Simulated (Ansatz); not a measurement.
**WC: response to strain**

The parent structure is WC (space group P-6m2, No. 187; relaxed with 0.1 eV smearing).

```yaml
crystal:
  lattice:
    - [2.89911, 0.00000, 0.00000]
    - [-1.44955, 2.51070, 0.00000]
    - [0.00000, 0.00000, 2.82680]
  atoms:
    - { symbol: W, position: [0.00000, 0.00000, 0.00000] }
    - { symbol: C, position: [0.66667, 0.33333, 0.50000] }
```

Cartesian axes are those of the cell as printed.

Strains are applied to the cell and any free atomic positions relax; under biaxial strain the out-of-plane vector relaxes too.

Calculations: Kohn–Sham DFT with the PBEsol functional, run in Ansatz (a quantum-chemistry and plane-wave program) with PAW and 420 eV plane waves, no spin-orbit coupling.

Notes on the quantities. in-plane stress: mean in-plane stress (compression positive).

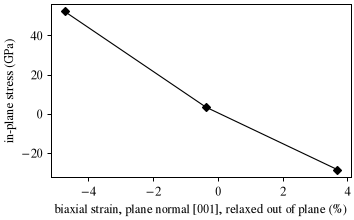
Figure: in-plane stress against biaxial strain, plane normal [001], relaxed out of plane

| biaxial strain, plane normal [001], relaxed out of plane (%) | in-plane stress |
|---|---|
| -4.73 | +52.3 GPa |
| -0.37 | +3.4 GPa |
| 3.69 | -28.5 GPa |

Whether these cells are dynamically stable was not tested. The final runs are not spin-polarised.
